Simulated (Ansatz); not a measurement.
# NO2F (nitryl fluoride) at PBE0/STO-3G

Aim: the vertical ionisation energy of NO2F (nitryl fluoride) at PBE0/STO-3G, from 2 runs. 

The results are computed with Ansatz 0.2.0.

58 further runs of the same task are left out: 10 that didn't finish, 48 set aside as unsound or not needed.

## Step 1: The structure to begin with

The species is NO2F (4 atoms), meant as a singlet with charge 0. As SMILES, `O=[N+]([O-])F`. The shape is that of a GFN2-xTB optimisation.

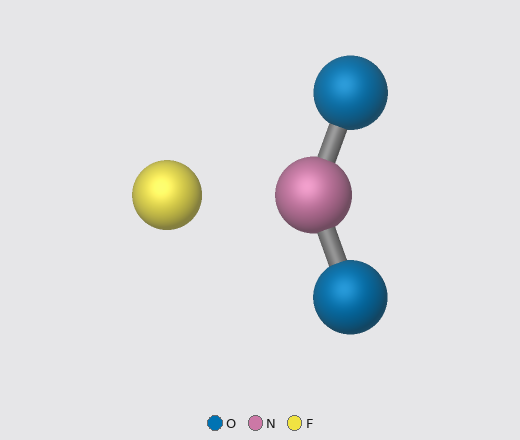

Viewed from a chosen angle; oxygen blue, nitrogen pink, fluorine yellow.

## Step 2: A single-point energy at PBE0/STO-3G

The input, molecule.yaml:

```yaml
crystal:
  periodic: [false, false, false]
  atoms:
    - {symbol: O, position_ang: [0.188740, 0.465950, 1.115660]}
    - {symbol: "N", position_ang: [0.109710, -0.098240, 0.122020]}
    - {symbol: O, position_ang: [0.475520, -1.064170, -0.373030]}
    - {symbol: F, position_ang: [-0.773970, 0.696460, -0.864650]}
basis:
  gaussian:
    orbitals: STO-3G
magnetization:
  spin_polarized: false
  initial_magnetization: 0
hamiltonian:
  xc: {name: PBE0}
accuracy: high
```

Launch:

```sh
$ ansatz run molecule.yaml --threads 1 --pin off --max-ram 2610MiB --events-out events.jsonl --progress --plain --runs-dir runs
```

The program printed:

```text
Warning: RAYON_NUM_THREADS=1 ignored (pool sized by the plan → 1); use --threads N
Functional definition: PBE0
  name "PBE0"
  parameter a = 0.25
  parameter kappa = 0.804
  parameter beta = 0.06672455060314922
  exchange = (1 - a)*pbe_x(kappa = kappa, mu = beta*pi^2/3) + a*exact_x
  correlation = pbe_c(beta = beta)
368 factors; integrals over basis functions are off by at most 3.8e-8 eV
mean field evaluation 1: about -8165.6969 eV, gradient 4.8e1 eV
mean field evaluation 2: about -8160.1110 eV, gradient 6.4e1 eV
mean field evaluation 4: about -8171.6509 eV, gradient 4.1e0 eV
mean field evaluation 8: about -8171.7546 eV, gradient 6.4e-2 eV
mean field evaluation 16: about -8171.7547 eV, gradient 5.6e-7 eV
mean field -8171.75466749 eV, -300.3064450160 hartree, gradient 7.9e-8 eV, S^2 0.000000; 0 other end points of the search recorded, 0 dependent functions left out
reference -8171.75466803 eV, -300.3064450360 hartree; 16, 16 occupied and 4, 4 virtual orbitals, 368 factors
Total energy: -8171.75466803 eV, -300.3064450360 hartree
```

Run time: 1 s. Hardware: 1 thread of Arm Neoverse V1, shared host; peak memory 0.091 GiB.

## Step 3: The doublet cation at the same level

The input, in.yaml:

```yaml
crystal:
  periodic: [false, false, false]
  atoms:
    - {symbol: O, position_ang: [0.188740, 0.465950, 1.115660]}
    - {symbol: N, position_ang: [0.109710, -0.098240, 0.122020]}
    - {symbol: O, position_ang: [0.475520, -1.064170, -0.373030]}
    - {symbol: F, position_ang: [-0.773970, 0.696460, -0.864650]}
basis:
  gaussian: {orbitals: STO-3G}
total_charge: 1
magnetization: {spin_polarized: true, initial_magnetization: 1}
hamiltonian: {xc: pbe0}
accuracy: high
```

Launch:

```sh
$ ansatz run in.yaml --threads 1 --pin off --max-ram 2610MiB --events-out events.jsonl --progress --plain --runs-dir runs
```

The program printed:

```text
Warning: RAYON_NUM_THREADS=1 ignored (pool sized by the plan → 1); use --threads N
Functional definition: PBE0
  name "PBE0"
  parameter a = 0.25
  parameter kappa = 0.804
  parameter beta = 0.06672455060314922
  exchange = (1 - a)*pbe_x(kappa = kappa, mu = beta*pi^2/3) + a*exact_x
  correlation = pbe_c(beta = beta)
368 factors; integrals over basis functions are off by at most 3.8e-8 eV
mean field evaluation 1: about -8155.8253 eV, gradient 2.8e1 eV
mean field evaluation 2: about -8041.8388 eV, gradient 1.1e2 eV
mean field evaluation 4: about -8161.2615 eV, gradient 3.0e0 eV
mean field evaluation 8: about -8161.1128 eV, gradient 8.4e0 eV
mean field evaluation 16: about -8161.7357 eV, gradient 3.8e-1 eV
mean field evaluation 32: about -8161.7386 eV, gradient 1.1e-3 eV
mean field evaluation 64: about -8161.5292 eV, gradient 3.5e0 eV
mean field -8161.73857879 eV, -299.9383605455 hartree, gradient 2.3e-8 eV, S^2 0.768831; 12 other end points of the search recorded, 0 dependent functions left out
reference -8161.73857933 eV, -299.9383605653 hartree; 16, 15 occupied and 4, 5 virtual orbitals, 368 factors
Total energy: -8161.73857933 eV, -299.9383605653 hartree
```

Wall time 5.4 s (1 thread of Arm Neoverse V1, shared host); peak memory 0.12 GiB.

## Step 4: Outcome

At PBE0/STO-3G:

```
                                          quantity          value
                        singlet NO2F: total energy  -300.30645 Eh
                      doublet cation: total energy  -299.93836 Eh
                              doublet cation: ⟨S²⟩          0.769
vertical ionisation energy (to the doublet cation)      10.016 eV
```

In words: Removing an electron at fixed nuclei costs 10.02 eV (966 kJ/mol). In a minimal basis such a difference can be off by several eV, whatever the method.
